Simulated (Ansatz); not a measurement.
Structure (in its standard cell), the geometry relaxed (final pressure about 2 GPa) with DFT PBEsol, scalar-relativistic, plane waves, PAW (Ansatz); the starting structure was generated, so it need not be a known form of this composition:

```cif
data_structure
_symmetry_space_group_name_H-M 'Pm-3m'
_symmetry_Int_Tables_number 221
_cell_length_a 3.8728
_cell_length_b 3.8728
_cell_length_c 3.8728
_cell_angle_alpha 90.000
_cell_angle_beta 90.000
_cell_angle_gamma 90.000
_cell_volume 58.09
loop_
_atom_site_label
_atom_site_type_symbol
_atom_site_symmetry_multiplicity
_atom_site_Wyckoff_symbol
_atom_site_fract_x
_atom_site_fract_y
_atom_site_fract_z
_atom_site_occupancy
Na1 Na 1 b 0.50000 0.50000 0.50000 1
Y1 Y 1 a 0.00000 0.00000 0.00000 1
```

> What does the kinematic electron diffraction pattern along [110] look like at 200 kV (B = 1 Å²)?

The spots form a rectangular net whose two shortest vectors correspond to d = 3.87 Å and 2.74 Å, 90.0° apart. They are 0 0 1 and 1 -1 0. The pattern has symmetry 2mm. No reflection of this zone is absent.

Strongest reflections with d > 0.83 Å, one of each family (|F|² from tabulated Gaussian fits of the electron scattering factors, times a small damping for the curvature of the Ewald sphere):

```csv
hkl,d (Å),I (strongest = 100)
1 -1 0,2.738,100
0 0 1,3.873,48
0 0 2,1.936,48
1 -1 2,1.581,30
2 -2 0,1.369,20
1 -1 1,2.236,18
```

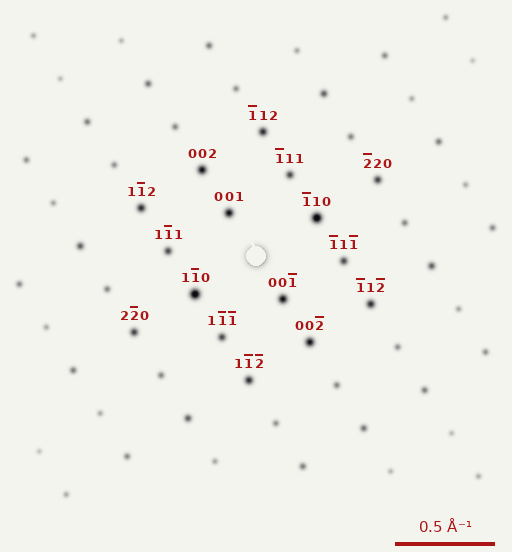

Calculated pattern, seen from the source side with [110] pointing towards the source.
